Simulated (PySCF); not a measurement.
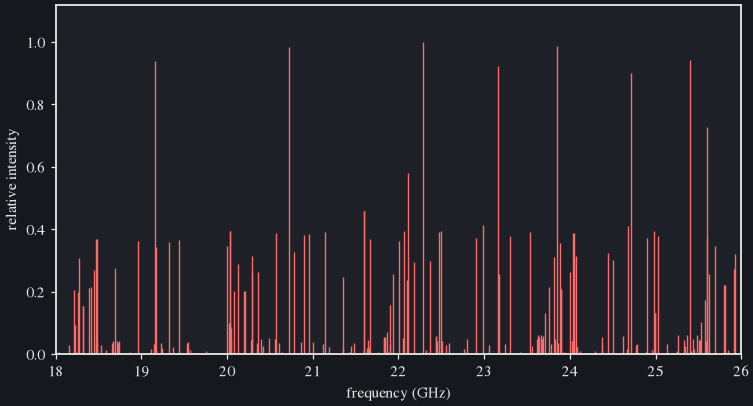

Simulated rotational absorption lines between 18 and 26 GHz at 5 K: rigid rotor with the equilibrium constants and dipole of one optimised conformer (PBE0-D3(BJ)/def2-SVP, PySCF), commonest isotopes; no centrifugal distortion, hyperfine structure, internal rotation or nuclear-spin weights; lines within 1 MHz of each other are summed.

**Which molecule gives this spectrum?**
A. C₂H₆OSSi, SMILES [SiH3]O[C@H]1CS1
B. C₄H₅ClF₂O₂, SMILES F[C@@H]1OCOC[C@@]1(F)Cl
C. C₄H₁₄AsGa, SMILES C[CH](C)[Ga@@H-]([CH3])[AsH3+], singlet
D. C₄H₅Br, SMILES Br[C@]12C[C@H]1C2

Option C. Rotational constants A, B, C = 1.573, 1.018, 0.7804 GHz, |μa|, |μb|, |μc| = 2.52, 0.97, 0.94 D.

Known limits of this run: coarse grid, loose stop and no frequency check, small forces are noise and the end may be a saddle.
